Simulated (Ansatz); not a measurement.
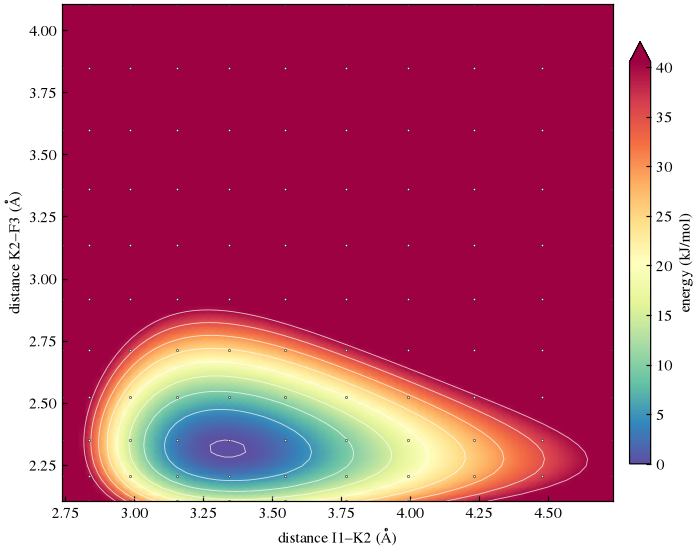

The system I⁻ + KF. The first coordinate is: distance I1–K2; the second: distance K2–F3. Nothing is relaxed (the angle I1–K2–F3 is fixed at 160 degrees). The grid has 11 × 11 points. Energies are in kJ/mol, from the lowest grid point. The calculation used Ansatz 0.2.0, RKS CAM-B3LYP-D4/def2-TZVPD.

Drawn: a smooth colour map with a few white contour lines, dots at the grid points, one colour for all values above the top of the scale. Between grid points the surface is interpolated.

**Estimate the position of the minimum and the force constants in these coordinates.**

The interpolated minimum is at distance I1–K2 ≈ 3.336 Å, distance K2–F3 ≈ 2.314 Å. The curvatures there are about 1.6 eV/Å² and 5.6 eV/Å², with a cross term of about 0.3 eV/Å². Round the minimum the two coordinates are weakly coupled (coupling 0.09 in units of the two stiffnesses). (1 eV is 96.5 kJ/mol.)
